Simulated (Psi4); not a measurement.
# UM06-2X/6-311+G(d,p) run of AlOF2 (SMILES [O][Al]([F])[F])

What is the energy change on altering one bond length of AlOF2 at UM06-2X/6-311+G**? 

Program for the calculation: Psi4 1.11.

2 further runs of the same task are left out: 2 set aside as unsound or not needed.

## (1) The molecule

AlOF2 has 4 atoms, charge 0, and is taken as a doublet. SMILES: `[O][Al]([F])[F]`. Geometry: relaxed at PBE0-D4/def2-TZVP.

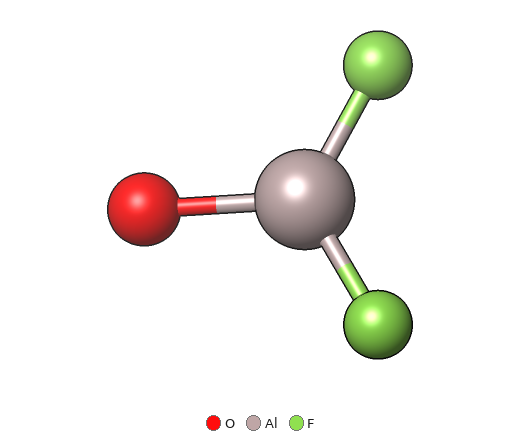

Viewed from a chosen angle; oxygen red, aluminium light grey, fluorine green.

## (2) Energy and forces at UM06-2X/6-311+G(d,p)

input.json reads:

```json
{
  "schema_name": "qcschema_input",
  "schema_version": 1,
  "molecule": {
    "schema_name": "qcschema_molecule",
    "schema_version": 2,
    "symbols": ["O", "Al", "F", "F"],
    "geometry": [1.29049397, -1.72135153, 2.38105492, -0.00113384, 0.00812582, -0.06122713, -2.79150343, -0.75891401, -1.11966273, 1.6070231, 2.35818923, -1.23833753],
    "molecular_charge": 0,
    "molecular_multiplicity": 2,
    "fix_symmetry": "c1"
  },
  "driver": "gradient",
  "model": {
    "method": "m06-2x",
    "basis": "6-311+G**"
  },
  "keywords": {
    "reference": "uks",
    "puream": true,
    "e_convergence": 1e-09,
    "d_convergence": 1e-08,
    "scf_type": "pk",
    "dft_radial_points": 99,
    "dft_spherical_points": 590,
    "maxiter": 200,
    "scf_properties": ["MULLIKEN_CHARGES", "DIPOLE", "WIBERG_LOWDIN_INDICES"]
  }
}
```

Started as:

```sh
$ psi4 --qcschema input.json -n 1 --memory 1600MB
```

stdout, cut to the lines that bear on the results:

```text
[...]
                   'protocols': {'error_correction': {'default_policy': True, 'policies': None},
                                 'native_files': 'none',
[...]
  Running in c1 symmetry.
[...]
  Nuclear repulsion =  149.228779362490968
[...]
  Multiplicity = 2
[...]
  Nalpha       = 20
  Nbeta        = 19
[...]
    Number of basis functions: 96
[...]
   @UKS iter   1:  -517.26490469097882   -1.08682e+00   7.22361e-03 ADIIS/DIIS
[...]
   @UKS iter  13:  -517.42554763295914   -3.86535e-12   7.27764e-09 DIIS
[...]
   @S^2 Observed:                7.532873147E-01
[...]
    Orbital Energies [Eh]
    ---------------------
    Alpha Occupied:
       1A    -56.916426     2A    -25.241074     3A    -25.241069
       4A    -19.701465     5A     -4.450362     6A     -2.957054
       7A     -2.955219     8A     -2.953729     9A     -1.332124
      10A     -1.324076    11A     -1.124347    12A     -0.607528
      13A     -0.574066    14A     -0.552557    15A     -0.547662
      16A     -0.537076    17A     -0.533653    18A     -0.509889
      19A     -0.500509    20A     -0.463812
    Alpha Virtual:
      21A     -0.046517    22A     -0.007188    23A      0.023241
      24A      0.024139    25A      0.053562    26A      0.058994
[...]
  @UKS Final Energy:  -517.42554763295914
   => Energetics <=
    Nuclear Repulsion Energy =            149.2287793624909682
    One-Electron Energy =               -1017.0178014574062217
    Two-Electron Energy =                 373.3811007823680370
    DFT Exchange-Correlation Energy =     -23.0176263204118818
    Empirical Dispersion Energy =           0.0000000000000000
    VV10 Nonlocal Energy =                  0.0000000000000000
    Total Energy =                       -517.4255476329591374
[...]
 Multipole Moments:
 ------------------------------------------------------------------------------------
     Multipole            Electronic (a.u.)      Nuclear  (a.u.)        Total (a.u.)
 ------------------------------------------------------------------------------------
 L = 1.  Multiply by 2.5417464519 to convert [e a0] to [Debye]
 Dipole X            :         -0.5807570            0.5603871           -0.0203699
 Dipole Y            :          0.7776183           -0.7503608            0.0272575
 Dipole Z            :         -1.0980774            1.0596341           -0.0384433
 Magnitude           :                                                    0.0513399
[...]
  Mulliken Charges: (a.u.)
   Center  Symbol    Alpha    Beta     Spin     Total
       1     O     4.62772  3.62737  1.00035 -0.25509
       2    AL     6.09490  6.10485 -0.00994  0.80025
       3     F     4.63869  4.63389  0.00480 -0.27258
       4     F     4.63869  4.63389  0.00480 -0.27257
   Total alpha = 20.00000, Total beta = 19.00000, Total charge =  0.00000
  Wiberg Bond Indices using Orthogonal Lowdin Orbitals:
  Total Bond Index:
  Irrep: 1 Size: 4 x 4
[...]
  -Total Gradient:
     Atom            X                  Y                   Z
    ------   -----------------  -----------------  -----------------
       1       -0.001421625723     0.001905797825    -0.002690818370
       2       -0.002594889185     0.003493695428    -0.004922862576
       3        0.009565240919     0.002476038582     0.003770983252
       4       -0.005371934890    -0.008114245934     0.004178785900
[...]
```

The result, in JSON:

```text
{
 "driver": "gradient",
 "model": {
  "method": "m06-2x",
  "basis": "6-311+G**"
 },
 "success": true,
 "return_result": [-0.0014216257228836446, 0.0019057978254924945, -0.002690818369868203, -0.002594889185243778, 0.0034936954277996015, -0.004922862575551733, 0.009565240918916224, 0.0024760385821187003, 0.0037709832522196465, -0.005371934889518773, -0.0081142459341524, 0.004178785899998566],
 "properties": {
  "calcinfo_nbasis": 96,
  "calcinfo_nmo": 96,
  "calcinfo_nalpha": 20,
  "calcinfo_nbeta": 19,
  "calcinfo_natom": 4,
  "nuclear_repulsion_energy": 149.22877936249097,
  "return_energy": -517.4255476329591,
  "return_gradient": [-0.0014216257228836446, 0.0019057978254924945, -0.002690818369868203, -0.002594889185243778, 0.0034936954277996015, -0.004922862575551733, 0.009565240918916224, 0.0024760385821187003, 0.0037709832522196465, -0.005371934889518773, -0.0081142459341524, 0.004178785899998566],
  "scf_one_electron_energy": -1017.0178014574062,
  "scf_two_electron_energy": 373.38110078236804,
  "scf_xc_energy": -23.017626320411882,
  "scf_dipole_moment": [-0.020369873840343944, 0.027257489857818396, -0.038443291549306036],
  "scf_total_energy": -517.4255476329591,
  "scf_total_gradient": [-0.0014216257228836446, 0.0019057978254924945, -0.002690818369868203, -0.002594889185243778, 0.0034936954277996015, -0.004922862575551733, 0.009565240918916224, 0.0024760385821187003, 0.0037709832522196465, -0.005371934889518773, -0.0081142459341524, 0.004178785899998566],
  "scf_iterations": 13
 }
}
```

Wall time 48 s (1 thread of Intel Xeon Platinum 8375C at 2.90GHz (Ice Lake), shared host); peak memory 0.75 GiB.

## (3) The distorted shape at the same level

run.py reads:

```python
import psi4

psi4.set_memory('1600 MB')
psi4.set_num_threads(1)
psi4.core.set_output_file('psi4.out', False)

m = psi4.geometry("""
0 2
O      1.93634189    -2.58613555     3.60226019
Al    -0.00113384     0.00812582    -0.06122713
F     -2.79150343    -0.75891401    -1.11966273
F      1.60702310     2.35818923    -1.23833753
units au
symmetry c1
""")

options = {'reference': 'uks', 'puream': True, 'e_convergence': 1e-09, 'd_convergence': 1e-08, 'scf_type': 'pk', 'dft_radial_points': 99, 'dft_spherical_points': 590, 'maxiter': 200}
psi4.set_options(options)

energy_value, wavefunction = psi4.gradient('m06-2x/6-311+G**', return_wfn=True)
psi4.oeprop(wavefunction, 'DIPOLE', 'WIBERG_LOWDIN_INDICES', 'QUADRUPOLE', title='M06-2X')
print('gradient / Eh bohr^-1')
print(energy_value.np.round(6))
print(f'energy = {wavefunction.energy():.10f} Eh')
```

Started as:

```sh
$ python run.py
```

psi4.out, cut to the lines that bear on the results:

```text
[...]
  Running in c1 symmetry.
[...]
  Nuclear repulsion =  133.020592610257296
[...]
  Multiplicity = 2
[...]
  Nalpha       = 20
  Nbeta        = 19
[...]
    Number of basis functions: 96
[...]
   @UKS iter   1:  -517.09086304505081   -1.16604e+00   7.71753e-03 ADIIS/DIIS
[...]
   @UKS iter  18:  -517.31713028150477   -4.09273e-12   2.10233e-09 DIIS
[...]
   @S^2 Observed:                9.559830542E-01
[...]
  @UKS Final Energy:  -517.31713028150477
   => Energetics <=
    Nuclear Repulsion Energy =            133.0205926102572960
    One-Electron Energy =                -984.1328065033494568
    Two-Electron Energy =                 356.7392950362366264
    DFT Exchange-Correlation Energy =     -22.9442114246491791
    Empirical Dispersion Energy =           0.0000000000000000
    VV10 Nonlocal Energy =                  0.0000000000000000
    Total Energy =                       -517.3171302815047738
[...]
  -Total Gradient:
     Atom            X                  Y                   Z
    ------   -----------------  -----------------  -----------------
       1        0.024054596397    -0.032208329274     0.045483024581
       2       -0.025986165398     0.034814772701    -0.049153566685
       3        0.007570675546     0.003251138080     0.001775373453
       4       -0.005512790255    -0.006027012149     0.002134192617
[...]
 Multipole Moments:
 ------------------------------------------------------------------------------------
     Multipole            Electronic (a.u.)      Nuclear  (a.u.)        Total (a.u.)
 ------------------------------------------------------------------------------------
 L = 1.  Multiply by 2.5417464519 to convert [e a0] to [Debye]
 Dipole X            :         -1.0208942            0.7516883           -0.2692059
 Dipole Y            :          1.3669728           -1.0065112            0.3604616
 Dipole Z            :         -1.9303375            1.4213570           -0.5089805
 Magnitude           :                                                    0.6793125
 L = 2.  Multiply by 1.3450342976 to convert [e a0^2] to [Debye ang]
 Quadrupole XX       :       -145.9162707          122.7903626          -23.1259081
 Quadrupole XY       :        -14.5315383           13.8572507           -0.6742876
[...]
```

Standard output:

```text
Memory set to   1.490 GiB by Python driver.
  Threads set to 1 by Python driver.
gradient / Eh bohr^-1
[[ 0.024055 -0.032208  0.045483]
 [-0.025986  0.034815 -0.049154]
 [ 0.007571  0.003251  0.001775]
 [-0.005513 -0.006027  0.002134]]
energy = -517.3171302815 Eh
```

Run time: 58 s. Hardware: 1 thread of Intel Xeon Platinum 8375C at 2.90GHz (Ice Lake), shared host; peak memory 0.74 GiB.

## (4) What came out

At UM06-2X/6-311+G**:

| quantity | value |
| --- | --- |
| first shape: total energy | -517.42555 Eh |
| first shape: dipole moment | 0.13 D |
| first shape: HOMO energy (highest over α and β) | -11.67 eV |
| first shape: LUMO energy (lowest over α and β) | -3.84 eV |
| first shape: ⟨S²⟩ | 0.753 |
| first shape: largest force on an atom | 0.545 eV/Å |
| distorted shape: total energy | -517.31713 Eh |
| distorted shape: dipole moment | 1.73 D |
| distorted shape: HOMO energy (highest over α and β) | -9.49 eV |
| distorted shape: LUMO energy (lowest over α and β) | -2.95 eV |
| distorted shape: ⟨S²⟩ | 0.956 |
| distorted shape: largest force on an atom | 3.373 eV/Å |
| energy change with the O1–Al2 bond stretched from 1.725 to 2.587 Å | 2.950 eV |

What this shows: With the O1–Al2 bond stretched from 1.725 to 2.587 Å the energy rises by 2.95 eV (68 kcal/mol). The first shape isn't relaxed at this level, so the change isn't measured from a minimum. The largest force (first shape) is 0.54 eV/Å: the shape isn't a stationary point for this species at this level. Mulliken charges (first shape) run from -0.27 on F3 to +0.80 on Al2; in a basis this large or diffuse they mean little. ⟨S²⟩ (distorted shape) is 0.96 where a pure doublet has 0.75: the reference is spin-contaminated.
